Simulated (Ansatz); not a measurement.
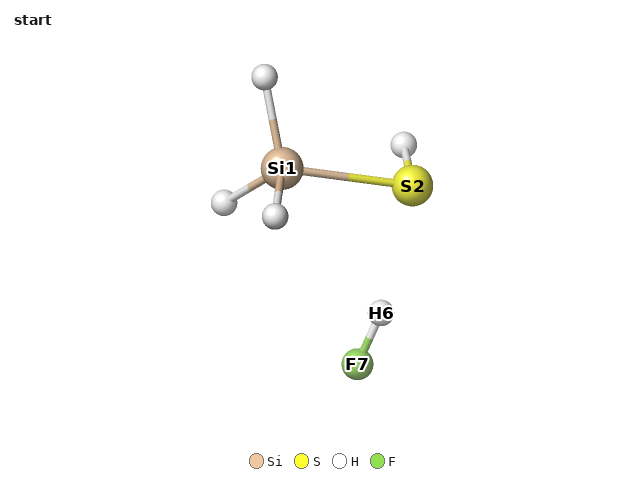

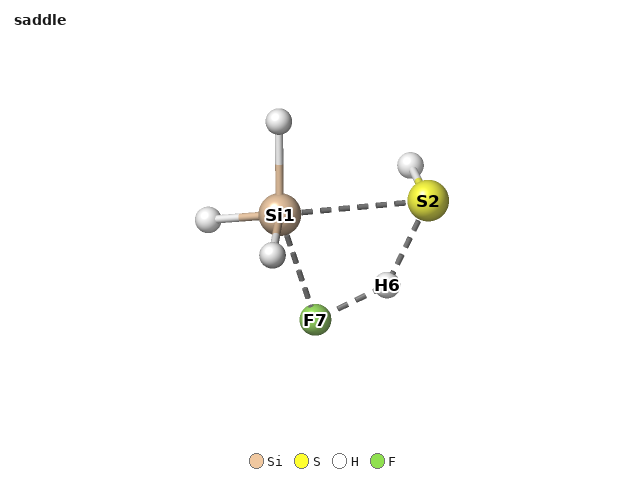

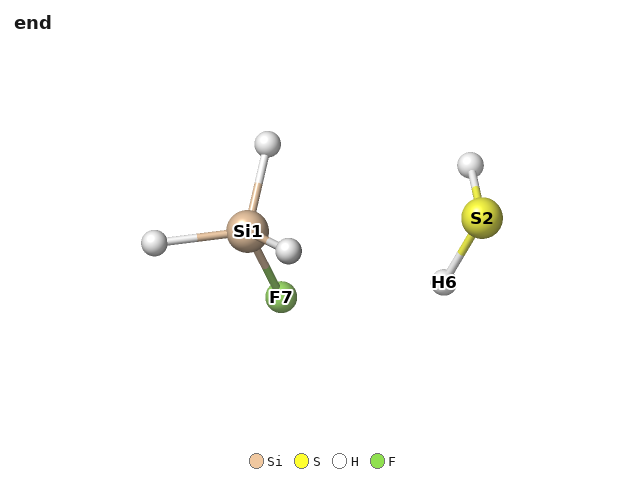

A saddle point and the two end points reached downhill from it. Broken sticks mark bonds that form or break. The species is neutral and a spin singlet. Geometries: PBE0-D4/def2-TZVP; all other levels are single points on them, and energies count from the start as drawn. Program: Ansatz 0.2.0. In CBS estimates cores are frozen, and CCSD(T) − MP2 is taken in the smaller basis.

Q: Which bonds form and which break from start to end?

A: Formed: Si1–F7, S2–H6; broken: Si1–S2, H6–F7. At the saddle point Si1···F7 is 1.91 Å, S2···H6 is 1.52 Å, Si1···S2 is 2.42 Å, H6···F7 is 1.26 Å.

Give the electronic barrier and the reaction energy from start to end in eV (no zero-point energy) with CCSD(T)/CBS (MP2 limit from def2-TZVPP and def2-QZVPP plus CCSD(T) − MP2); SPW92 (LDA)/def2-TZVPP; B2PLYP (frozen core)/def2-TZVPP; PBE-D4/def2-TZVPP; ωB97X-V/def2-TZVPP; PBE-QIDH (frozen core)/def2-TZVPP; BHLYP-D4/def2-TZVPP; ωB97M-V/def2-TZVPP.

| level | barrier | reaction energy |
| --- | --- | --- |
| CCSD(T)/CBS (MP2 limit from def2-TZVPP and def2-QZVPP plus CCSD(T) − MP2) | 1.368 | −0.614 |
| SPW92 (LDA)/def2-TZVPP | 0.738 | −0.390 |
| B2PLYP (frozen core)/def2-TZVPP | 1.311 | −0.662 |
| PBE-D4/def2-TZVPP | 1.021 | −0.433 |
| ωB97X-V/def2-TZVPP | 1.288 | −0.635 |
| PBE-QIDH (frozen core)/def2-TZVPP | 1.335 | −0.547 |
| BHLYP-D4/def2-TZVPP | 1.466 | −0.709 |
| ωB97M-V/def2-TZVPP | 1.236 | −0.637 |
